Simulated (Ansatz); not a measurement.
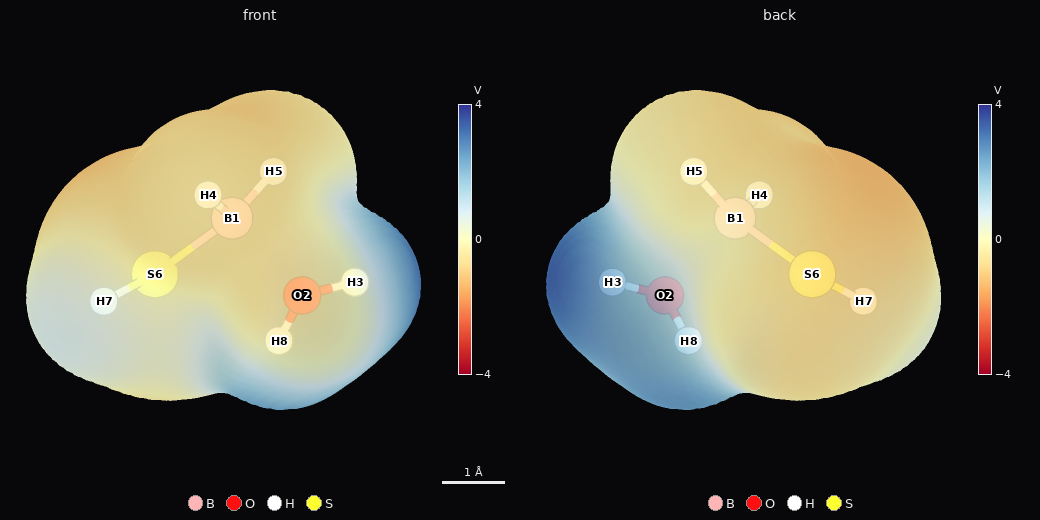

*BH3S···H2O. The electrostatic potential painted on the density surface at 0.002 e/bohr³, seen from the front and from behind; red is negative and blue positive.*

Theory: RKS B3LYP-D4/def2-SVP in Ansatz 0.2.0.

Input file:

```
crystal:
  periodic: [false, false, false]
  atoms:
    - { symbol: B, position_ang: [0.081698, 0.597512, -0.137878] }
    - { symbol: O, position_ang: [-0.186874, -0.433041, 2.239585] }
    - { symbol: H, position_ang: [-1.079222, -0.803992, 2.211757] }
    - { symbol: H, position_ang: [1.1485, 0.081452, -0.307998] }
    - { symbol: H, position_ang: [-0.965543, 0.135715, -0.511076] }
    - { symbol: S, position_ang: [-0.04018, 2.336797, 0.501055] }
    - { symbol: H, position_ang: [1.281825, 2.580559, 0.675663] }
    - { symbol: H, position_ang: [-0.347903, 0.533298, 2.349593] }
basis:
  gaussian: { orbitals: def2-SVP }
hamiltonian:
  xc: b3lyp
  dispersion: d4
relax:
  f_tol: 0.03
  max_steps: 50
output:
  orbitals: {}
```

Launched as:

```sh
ansatz run input.yaml --threads 1 --pin off --max-ram 2048MiB --backend cpu --events-out ev --progress --plain --runs-dir out
```

The fields are those of the run's last geometry, not of the input's.

Q: Describe the electrostatic potential map.

A: The most negative region (about −1.3 V) lies over S6, the most positive (about +3.4 V) over H3.
